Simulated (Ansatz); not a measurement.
# SnH2F2 (SMILES [F][SnH2][F]) at HF/3-21G

Aim: the electronic atomisation energy of SnH2F2 at HF/3-21G, from 4 runs. 

The results are computed with Ansatz 0.2.0.

44 further runs of the same task are left out: 44 set aside as unsound or not needed.

**1. The molecule**

SnH2F2: 5 atoms, total charge 0, spin state singlet. As SMILES, `[F][SnH2][F]`. The coordinates come from a PBE0-D4/def2-TZVP relaxation.

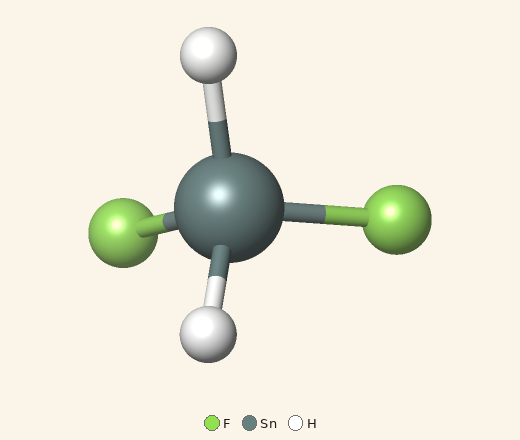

The structure, seen from a chosen angle (fluorine green, tin teal, hydrogen white).

**2. A single-point energy at HF/3-21G**

in.yaml reads:

```yaml
crystal:
  periodic: [false, false, false]
  atoms:
    - {symbol: F, position_ang: [-0.343500, -0.356300, 1.741400]}
    - {symbol: Sn, position_ang: [0.128900, -0.073200, -0.086200]}
    - {symbol: F, position_ang: [-1.231200, 1.110700, -0.712400]}
    - {symbol: H, position_ang: [-0.087400, -1.547100, -0.889100]}
    - {symbol: H, position_ang: [1.583200, 0.792100, -0.095000]}
basis:
  gaussian: {orbitals: 3-21G-spherical.json}
hamiltonian: {xc: hf}
accuracy: high
output: {orbitals: {seedname: orbitals}}
```

The basis set 3-21G is read from a file made from the Basis Set Exchange's data (not shown).

On the command line:

```sh
$ ansatz run in.yaml --threads 1 --pin off --max-ram 3480MiB --events-out events.jsonl --progress --plain --runs-dir runs
```

What it wrote:

```text
Warning: RAYON_NUM_THREADS=1 ignored (pool sized by the plan → 1); use --threads N
Functional definition: HF
  name "HF"
  exchange = exact_x
  correlation = 0
1046 factors; integrals over basis functions are off by at most 8.7e-9 eV
mean field evaluation 1: about -168579.6844 eV, gradient 3.9e1 eV
mean field evaluation 2: about -168579.8443 eV, gradient 3.9e1 eV
mean field evaluation 4: about -168582.5371 eV, gradient 1.8e0 eV
mean field evaluation 8: about -168582.5698 eV, gradient 8.6e-2 eV
mean field evaluation 16: about -168582.5698 eV, gradient 2.3e-8 eV
mean field -168582.56983364 eV, -6195.2951720164 hartree, gradient 2.3e-8 eV, S^2 0.000000; 0 other end points of the search recorded, 0 dependent functions left out
reference -168582.56983364 eV, -6195.2951720164 hartree; 35, 35 occupied and 18, 18 virtual orbitals, 1046 factors
Total energy: -168582.56983364 eV, -6195.2951720164 hartree
```

Run time: 2.7 s. Hardware: 1 thread of Intel Xeon Platinum 8259CL at 2.50GHz (Skylake/Cascade Lake), shared host; peak memory 0.15 GiB.

**3. The F atom, same level**

run.yaml reads:

```yaml
crystal:
  periodic: [false, false, false]
  atoms:
    - symbol: F
      position_ang: [0.000000, 0.000000, 0.000000]
basis:
  gaussian:
    orbitals: 3-21G.json
magnetization:
  spin_polarized: true
  initial_magnetization: 1
hamiltonian:
  xc: hf
accuracy: high
```

The basis set 3-21G is read from a file made from the Basis Set Exchange's data (not shown).

Run the same way, it converges to -98.84501 Eh (log not shown).

**4. The H atom**

job.yaml reads:

```yaml
crystal:
  periodic: [false, false, false]
  atoms:
    - {symbol: H, position_ang: [0.000000, 0.000000, 0.000000]}
basis:
  gaussian: {orbitals: 3-21G.json}
magnetization: {spin_polarized: true, initial_magnetization: 1}
accuracy: high
hamiltonian: {xc: hf}
```

The basis set 3-21G is read from a file made from the Basis Set Exchange's data (not shown).

Run the same way, it converges to -0.49620 Eh (log not shown).

**5. The Sn atom, same level**

molecule.yaml reads:

```yaml
crystal:
  periodic: [false, false, false]
  atoms:
    - {symbol: Sn, position_ang: [0.000000, 0.000000, 0.000000]}
basis:
  gaussian: {orbitals: 3-21G-spherical.json}
magnetization: {spin_polarized: true, initial_magnetization: 2}
hamiltonian: {xc: hf}
accuracy: high
```

The basis set 3-21G is read from a file made from the Basis Set Exchange's data (not shown).

On the command line:

```sh
$ ansatz run molecule.yaml --threads 1 --pin off --max-ram 3480MiB --events-out events.jsonl --progress --plain --runs-dir runs
```

What it wrote:

```text
Warning: RAYON_NUM_THREADS=1 ignored (pool sized by the plan → 1); use --threads N
[... 4 set-up lines as earlier in the session ...]
289 factors; integrals over basis functions are off by at most 4.8e-9 eV
mean field evaluation 1: about -163166.6686 eV, gradient 2.3e0 eV
mean field evaluation 2: about -163166.6874 eV, gradient 2.3e0 eV
mean field evaluation 4: about -163166.7721 eV, gradient 9.7e-2 eV
mean field evaluation 8: about -163166.7722 eV, gradient 2.8e-5 eV
mean field evaluation 16: about -163166.7722 eV, gradient 3.3e-2 eV
mean field evaluation 32: about -163166.7722 eV, gradient 7.3e-5 eV
mean field -163166.77221360 eV, -5996.2682804392 hartree, gradient 1.8e-8 eV, S^2 2.000599; 3 other end points of the search recorded, 0 dependent functions left out
reference -163166.77221360 eV, -5996.2682804392 hartree; 26, 24 occupied and 5, 7 virtual orbitals, 289 factors
Total energy: -163166.77221360 eV, -5996.2682804392 hartree
```

Wall time 0.67 s (1 thread of Intel Xeon Platinum 8259CL at 2.50GHz (Skylake/Cascade Lake), shared host).

**6. Outcome**

At HF/3-21G:

| quantity | value |
| --- | --- |
| molecule: total energy | -6195.29517 Eh |
| molecule: HOMO energy | -13.11 eV |
| molecule: LUMO energy | 3.16 eV |
| molecule: HOMO–LUMO gap | 16.27 eV |
| F atom: total energy | -98.84501 Eh |
| F atom: ⟨S²⟩ | 0.750 |
| H atom: total energy | -0.49620 Eh |
| H atom: ⟨S²⟩ | 0.750 |
| Sn atom: total energy | -5996.26828 Eh |
| Sn atom: ⟨S²⟩ | 2.001 |
| electronic atomisation energy | 9.374 eV |

What this shows: Taking the molecule apart into free atoms costs 9.37 eV (904 kJ/mol), before zero-point energy and without spin-orbit coupling. Hartree–Fock lacks the correlation of the bonding pairs, which as a rule makes this value much too low; in minimal bases other errors can mask that. The basis has no polarisation functions, which makes bonds too weak. Relativity is left out (molecule) although the molecule holds a heavy atom. Relativity is left out (Sn atom) although the molecule holds a heavy atom.
